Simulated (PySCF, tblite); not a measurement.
# C16H11F5O3S: electronic excitations, NMR shifts, part 2 of 2

tblite 0.8.0 and PySCF 2.14.0. Atoms count from 0.

## 5. NMR shifts: GIAO KT3/pcSseg-1

Job settings and geometry (Å):

```
{"job": {"kind": "nmr", "xc": "KT3", "basis": "pcSseg-1", "pop": false}, "charge": 0, "multiplicity": 1}
C     -1.357600    -2.093715    -0.836790
C     -0.160402    -1.444631    -0.172464
C      0.709540    -2.430455     0.586185
C     -0.428899    -0.192487     0.632094
O      0.486701     0.341512     1.221776
C     -1.819345     0.323972     0.655320
C     -2.344025     1.010673    -0.434835
C     -3.638868     1.495452    -0.374328
C     -4.414159     1.287779     0.754939
C     -3.888590     0.605995     1.839532
C     -2.588363     0.135128     1.798371
S      0.865898    -0.798494    -1.585205
O      1.527772    -1.889453    -2.228950
O      0.048856     0.045272    -2.400493
C      2.171275     0.267157    -0.839525
C      3.354976    -0.288323    -0.380546
F      3.540498    -1.604300    -0.408369
C      4.371470     0.511405     0.138363
F      5.503344    -0.038259     0.576381
C      4.197696     1.891033     0.200622
F      5.163261     2.662472     0.690163
C      3.009718     2.459768    -0.249591
F      2.838513     3.778601    -0.186984
C      2.004278     1.642241    -0.762292
F      0.874877     2.212080    -1.160414
H     -1.849097    -1.394567    -1.508940
H     -2.076951    -2.430578    -0.091674
H     -1.019672    -2.949601    -1.418181
H      1.266612    -3.042578    -0.119825
H      0.089639    -3.078239     1.203720
H      1.411724    -1.905918     1.231158
H     -1.734652     1.171268    -1.311207
H     -4.043110     2.037069    -1.215924
H     -5.425228     1.664761     0.793296
H     -4.487683     0.443445     2.722859
H     -2.166354    -0.383731     2.646438
```

With the program's defaults for keys left out, this is: GIAO KT3/pcSseg-1 NMR shielding, non-relativistic, gas phase.

The log of the run:

```text
start: PBE on a coarse grid of 32446 points
cycle   1  E = -1736.6481502446  dE =  4.970e+00  |g| = 1.795e+00  |ddm| = 6.605e+00
cycle   2  E = -1731.6864987142  dE =  4.962e+00  |g| = 4.971e+00  |ddm| = 8.949e+00
cycle   3  E = -1737.0181350038  dE = -5.332e+00  |g| = 9.599e-01  |ddm| = 8.004e+00
cycle   4  E = -1737.2102731388  dE = -1.921e-01  |g| = 3.531e-01  |ddm| = 1.359e+00
cycle   5  E = -1737.2168486781  dE = -6.576e-03  |g| = 3.073e-01  |ddm| = 7.259e-01
cycle   6  E = -1737.2355925475  dE = -1.874e-02  |g| = 7.839e-02  |ddm| = 3.609e-01
cycle   7  E = -1737.2367646321  dE = -1.172e-03  |g| = 2.828e-02  |ddm| = 9.723e-02
cycle   8  E = -1737.2369137389  dE = -1.491e-04  |g| = 1.408e-02  |ddm| = 4.506e-02
cycle   9  E = -1737.2369610178  dE = -4.728e-05  |g| = 2.962e-03  |ddm| = 1.811e-02
final grid: 304361 points
cycle  10  E = -1760.8710962361  dE = -4.121e-02  |g| = 4.497e-01  |ddm| = 9.823e-01
cycle  11  E = -1760.7437909728  dE =  1.273e-01  |g| = 9.626e-01  |ddm| = 1.398e+00
cycle  12  E = -1760.8956271473  dE = -1.518e-01  |g| = 1.444e-01  |ddm| = 1.104e+00
cycle  13  E = -1760.8991043601  dE = -3.477e-03  |g| = 6.931e-02  |ddm| = 2.200e-01
cycle  14  E = -1760.9000925332  dE = -9.882e-04  |g| = 1.233e-02  |ddm| = 7.794e-02
cycle  15  E = -1760.9001156004  dE = -2.307e-05  |g| = 6.955e-03  |ddm| = 2.207e-02
cycle  16  E = -1760.9001243205  dE = -8.720e-06  |g| = 1.455e-03  |ddm| = 8.865e-03
cycle  17  E = -1760.9001268941  dE = -2.574e-06  |g| = 8.981e-04  |ddm| = 2.383e-03
cycle  18  E = -1760.9001246271  dE =  2.267e-06  |g| = 1.828e-04  |ddm| = 1.061e-03
cycle  19  E = -1760.9001279260  dE = -3.299e-06  |g| = 6.143e-05  |ddm| = 3.067e-04
converged SCF energy = -1760.9001279260

GIAO shielding tensors (ppm)
atom      isotropic    diamagn.    paramagn.     s11        s22        s33       span
  0 C      164.893     249.754     -84.861    156.024    162.092    176.563     20.539
  1 C      103.494     268.813    -165.319     81.965     89.556    138.959     56.994
  2 C      159.407     250.833     -91.427    145.127    147.976    185.116     39.988
  3 C      -15.921     254.376    -270.297    -88.150    -52.905     93.292    181.442
  4 O     -307.466     412.853    -720.319   -876.383   -381.839    335.823   1212.205
  5 C       50.144     268.096    -217.952    -32.569     32.860    150.143    182.712
  6 C       64.406     251.850    -187.444    -27.703     40.480    180.442    208.145
  7 C       62.803     252.244    -189.441    -37.487     49.851    176.045    213.533
  8 C       61.750     251.729    -189.979    -38.435     48.945    174.740    213.176
  9 C       63.022     252.756    -189.734    -37.181     51.060    175.187    212.367
 10 C       67.360     247.568    -180.208    -29.309     57.923    173.465    202.774
 11 S      211.788    1058.312    -846.524     85.763    219.703    329.897    244.134
 12 O       94.384     399.438    -305.054     38.758     84.729    159.666    120.908
 13 O       93.361     407.384    -314.023     26.701     77.131    176.249    149.548
 14 C       72.344     281.392    -209.048     39.040     46.888    131.103     92.063
 15 C       40.640     244.065    -203.424      0.507     26.207     95.206     94.699
 16 F      300.379     478.786    -178.407    224.314    244.821    432.002    207.688
 17 C       45.632     263.397    -217.765     18.995     22.491     95.409     76.414
 18 F      329.430     470.236    -140.806    269.240    279.829    439.221    169.981
 19 C       39.796     265.073    -225.276      9.775     14.370     95.243     85.468
 20 F      316.324     470.488    -154.164    248.159    249.652    451.161    203.002
 21 C       46.060     258.949    -212.889     20.298     22.081     95.802     75.503
 22 F      329.958     472.805    -142.847    269.679    280.638    439.559    169.880
 23 C       38.952     241.066    -202.115     -3.046     24.578     95.323     98.369
 24 F      303.442     478.606    -175.164    219.325    237.847    453.153    233.828
 25 H       29.595      33.783      -4.187     26.375     28.230     34.182      7.808
 26 H       30.717      32.633      -1.917     25.988     30.616     35.546      9.558
 27 H       30.219      31.450      -1.231     25.590     29.208     35.860     10.270
 28 H       29.436      34.099      -4.664     26.006     29.211     33.090      7.084
 29 H       30.447      32.947      -2.500     25.334     28.912     37.094     11.760
 30 H       29.588      36.301      -6.713     25.691     29.477     33.596      7.905
 31 H       23.511      37.194     -13.683     19.152     21.963     29.417     10.266
 32 H       24.246      30.910      -6.664     20.697     24.363     27.678      6.980
 33 H       24.322      27.610      -3.288     21.035     25.533     26.400      5.365
 34 H       24.367      28.985      -4.618     20.956     24.986     27.160      6.204
 35 H       24.910      35.524     -10.614     21.288     23.511     29.931      8.643
```

Wall time 1.8 min (1 thread of Arm Neoverse N1, shared host); peak memory 0.72 GiB.

The references, computed at this level on geometries of the same kind, shield at (ppm): 1H TMS 31.76, 13C TMS 184.7, 19F CFCl3 142.4, 17O H2O 330.8. Their shielding less the atom's gives the shift. The references are single molecules in the gas phase, so shifts against H2O, NH3, PH3, H3PO4 or CFCl3 are not on the usual liquid scales and can be off by tens of ppm. Atoms listed in one row are averaged.

```csv
atoms,environment,σ (ppm),δ (ppm)
C3,ketone carbonyl carbon,-15.9,200.6
"C15, C23",aromatic carbon bearing fluorine,39.8,144.9
C19,aromatic carbon bearing fluorine,39.8,144.9
"C17, C21",aromatic carbon bearing fluorine,45.8,138.9
C5,substituted aromatic carbon,50.1,134.6
C8,aromatic CH,61.8,123.0
"C7, C9",aromatic CH,62.9,121.8
"C6, C10",aromatic CH,65.9,118.8
C14,aromatic carbon bearing sulfur,72.3,112.4
C1,"fully substituted sp3 carbon bonded to S, α to a carbonyl",103.5,81.2
"C0, C2",methyl carbon,162.1,22.6
"H31, H35",hydrogen on an aromatic CH,24.21,7.55
"H32, H34",hydrogen on an aromatic CH,24.31,7.45
H33,hydrogen on an aromatic CH,24.32,7.44
"H25, H26, H27, H28, H29, H30",hydrogen on a methyl carbon,30.00,1.76
O4,ketone oxygen,-307.5,638.3
"O12, O13",S=O oxygen,93.9,236.9
S11,sulfone sulfur,212,–
"F16, F24",aryl fluorine,301.9,-159.5
F20,aryl fluorine,316.3,-174.0
"F18, F22",aryl fluorine,329.7,-187.3
```

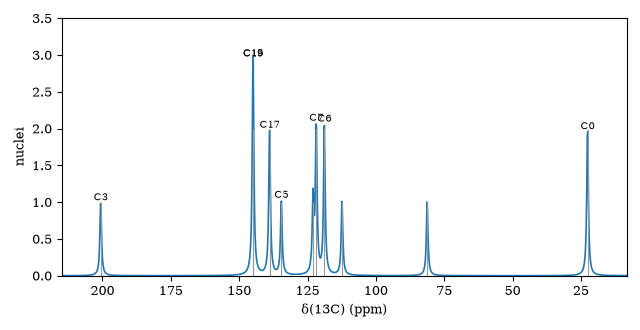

13C lines at the computed shifts, without couplings. Lines are broadened to a width of 0.71 ppm (Lorentzian).

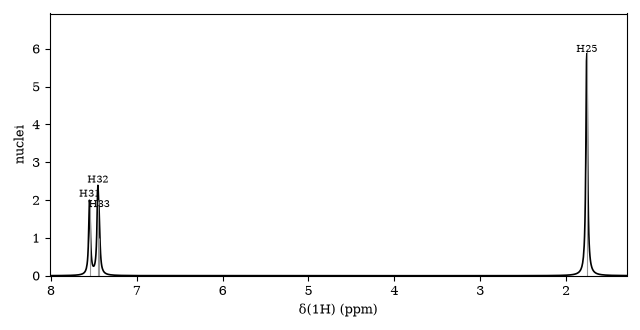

1H lines at the computed shifts, without couplings. Lines are broadened to a width of 0.02 ppm (Lorentzian).

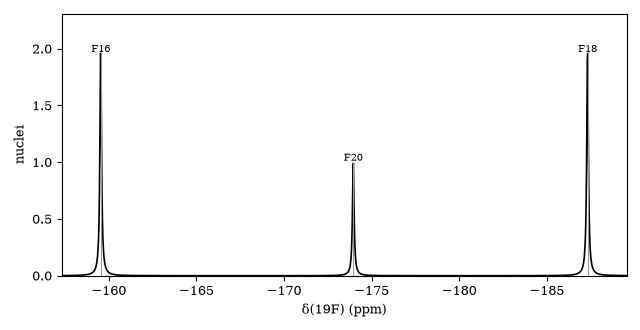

19F lines at the computed shifts, without couplings. Lines are broadened to a width of 0.11 ppm (Lorentzian).

Ring of atoms C5, C6, C7, C8, C9, C10: NICS(0) -8.9, NICS(1) -10.8, NICS(1)zz -27.8 ppm (means of both faces).

Ring of atoms C14, C15, C17, C19, C21, C23: NICS(0) -15.9, NICS(1) -10.9, NICS(1)zz -21.8 ppm (means of both faces).

## 6. Outcome

This closing draws on all 2 parts.

```
                                                                quantity                                                                          value
                               strongest single infrared mode (GFN2-xTB)                                                          1467 cm⁻¹, 470 km/mol
                                            zero-point energy (GFN2-xTB)                                                                 148.2 kcal/mol
                                            lowest singlet (PBE0/6-31G*)                                                    3.99 eV (311 nm), f = 0.003
                                brightest single state of those computed                                                    state 6, 5.39 eV, f = 0.062
                                                          lowest triplet                                                                        3.39 eV
                                   surface potential, 1st and 99th percentile                                                             -1.37 V and 1.21 V
  13C shifts against TMS (KT3/pcSseg-1, means over atoms taken as alike)  200.6, 144.9, 144.9, 138.9, 134.6, 123.0, 121.8, 118.8, 112.4, 81.2, 22.6 ppm
   1H shifts against TMS (KT3/pcSseg-1, means over atoms taken as alike)                                                     7.55, 7.45, 7.44, 1.76 ppm
  17O shifts against H2O (KT3/pcSseg-1, means over atoms taken as alike)                                                               638.3, 236.9 ppm
19F shifts against CFCl3 (KT3/pcSseg-1, means over atoms taken as alike)                                                     -159.5, -174.0, -187.3 ppm
                                          shieldings of S (KT3/pcSseg-1)                                                                  S11 211.8 ppm
```

No mode is imaginary among the 102: a minimum at this level. GFN2-xTB is a fitted tight-binding method: band positions and strengths are rough. Its intensities can rank the bands wrongly. The lowest singlet, at 3.99 eV, is HOMO−1→LUMO 0.35, HOMO−3→LUMO 0.25 and is weak; of the 6 states computed, the strongest absorption comes from state 6 at 5.39 eV (the last computed, so partners may be missing). The lowest triplet lies 0.60 eV below the lowest singlet. By nearest atom (PBE0/6-31G*), the HOMO sits on C15, C21 about 15 % each; C17, C23 about 12 % each and the LUMO on C3 35 %; O4 23 %. The most deshielded carbon is C3 (ketone carbonyl carbon), at 200.6 ppm: low-lying n→π* states of the double bond to the heteroatom give a large paramagnetic term (-270 ppm). At KT3/pcSseg-1: Shielding is most anisotropic at O4 (span 1212 ppm, paramagnetic term -720 ppm). NICS(1)zz of -28 ppm above the planar ring from C5 marks a diatropic (aromatic) ring current. NICS(1)zz of -22 ppm above the planar ring from C14 marks a diatropic (aromatic) ring current.
